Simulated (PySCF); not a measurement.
C₆H₁₁P

The calculation's input:

```
{"job": {"kind": "uv", "xc": "PBE0", "basis": "def2-SVPD", "nstates": 8, "ntriplets": 3}, "charge": 0, "multiplicity": 1}
C     -1.299882     2.464897    -0.391994
C     -0.626055     1.396823     0.011072
C     -0.457964     0.190426    -0.796174
C     -0.143572    -1.145866    -0.171659
C     -0.909800    -2.357631    -0.640042
P      1.245691    -0.494031    -1.210206
C      2.309723     0.305908     0.090622
H     -1.409908     3.335552     0.230870
H     -1.771000     2.503597    -1.360334
H     -0.166780     1.390500     0.990822
H     -1.116420     0.149506    -1.660739
H      0.023589    -1.127720     0.902570
H     -0.998642    -2.357281    -1.724565
H     -0.402481    -3.272252    -0.337939
H     -1.911675    -2.360933    -0.209986
H      2.431542     1.363238    -0.139606
H      3.289069    -0.168814     0.047872
H      1.905805     0.190401     1.093001
```

Launched as:

```sh
OMP_NUM_THREADS=1 python probes_run.py task.json out
```

Geometry: GFN2-xTB.

Level of theory: PBE0/def2-SVPD, SCF density, gas phase (PySCF).

Predict the electron density and electron localisation function between the atoms.

C–C (1.33 Å): the density is about 2.3 e/Å³ at the midpoint; the ELF peaks at about 0.90 between the atoms (a multiple bond).
C–H (1.08 Å): the density is about 2 e/Å³ at the midpoint; the ELF climbs to about 1 towards the hydrogen, as it does in any bond to H (a covalent bond by its length).
C–C (1.46 Å): the density is about 1.8 e/Å³ at the midpoint; the ELF peaks at about 0.95 between the atoms; a shared electron pair.

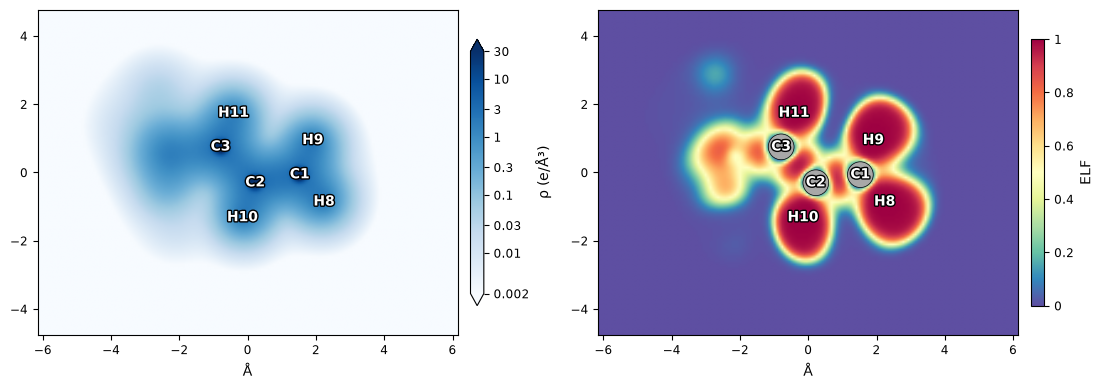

Computed electron density and electron localisation function on the plane of atoms C1, C2 and C3, in this order. Grey discs cover the atomic cores in the ELF map. 
